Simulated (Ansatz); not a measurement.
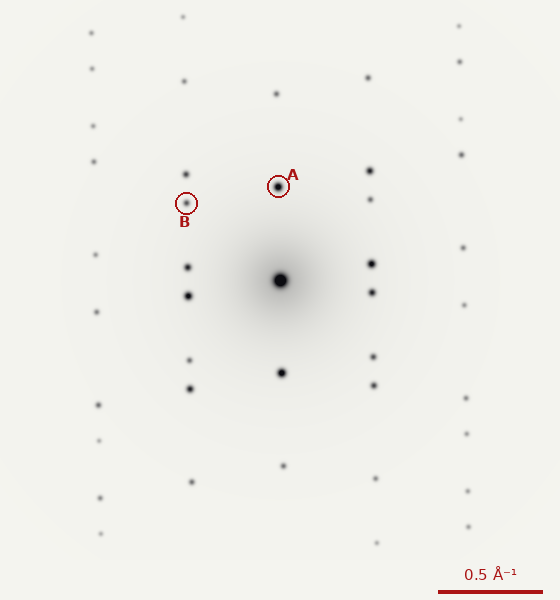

Computed electron diffraction pattern, 80 kV, single scattering only, B = 0.5 Å². Two individuals of a reflection twin are superposed (a geometric construction: whether this twin forms is not tested; the second individual is smaller and so fainter). Crystal: Ti, space group P6_3/mmc (No. 194), a = 2.935 Å, c = 4.642 Å (hexagonal axes), zone axis [211]. Structure: the input geometry of an electronic-structure calculation (not necessarily at equilibrium).

In the first individual spot A is -1 1 1 and spot B is -1 0 2.

On which plane is the crystal twinned?

Answer. (1-1-1). The spot positions of the combined pattern are mirror-symmetric about the row through 1 -1 -1 (d = 2.229 Å), which both individuals share, while a single individual has only symmetry 2mm without that mirror line. Friedel's law adds the mirror line at right angles, so a twin on (2 11 -15) would give the same picture; the more widely spaced plane was used.

Which other reflections coincide?

Answer. Within the frame only the reflections of the common row coincide.
